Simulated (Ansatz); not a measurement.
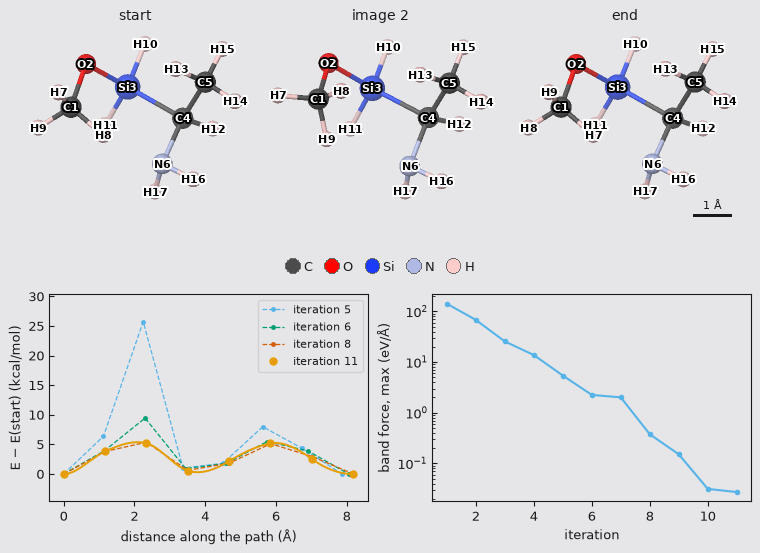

A search for the minimum-energy path of C₃H₁₁NOSi by the nudged elastic band. Images are numbered from 0 (start) to 7 (end). The plot follows the band through its iterations. Style: ball-and-stick. Shown from a free direction.

Level of theory: Ansatz, RKS LDA/STO-3G. Set-up: 6 movable images; no climbing image; force threshold 0.03 eV/Å; iteration limit 60; starting path through a guess of the saddle point.

How did the profile develop, and is the result final?

The run is converged, with reservations. The band converged in 11 iterations. The largest component of the band force went from 140 to 0.027 eV/Å. No image climbed, so the highest image needn't lie on the saddle point, and the true maximum along this path can be higher. The first iteration put the highest image at 1175.38 kcal/mol. The two ends have the same energy, and the highest point, image 2, lies 5.20 kcal/mol above the start. The profile has 2 maxima (images 2, 5) with a dip at image 3 (+0.57 kcal/mol), so the process runs in steps.

Limits of the set-up: STO-3G is a minimal basis, so the numbers are rough.
